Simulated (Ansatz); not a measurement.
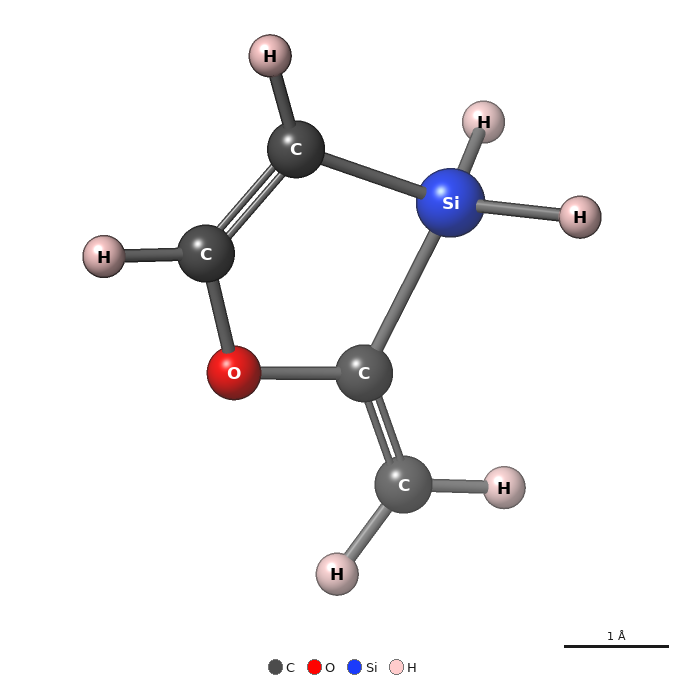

Atoms fade into the background with distance from the viewer. Computed geometry: PBE0-D4/def2-TZVP optimisation. No frequency run is at hand to confirm it as a minimum. Masses are those of the most abundant isotopes; constants are for the rigid equilibrium geometry.

What kind of rotor is it, and what are its rotational constants in MHz?

An asymmetric top (Cs): A = 4629, B = 3281, C = 1963 MHz. Ray's parameter κ is −0.01, midway between the limits.
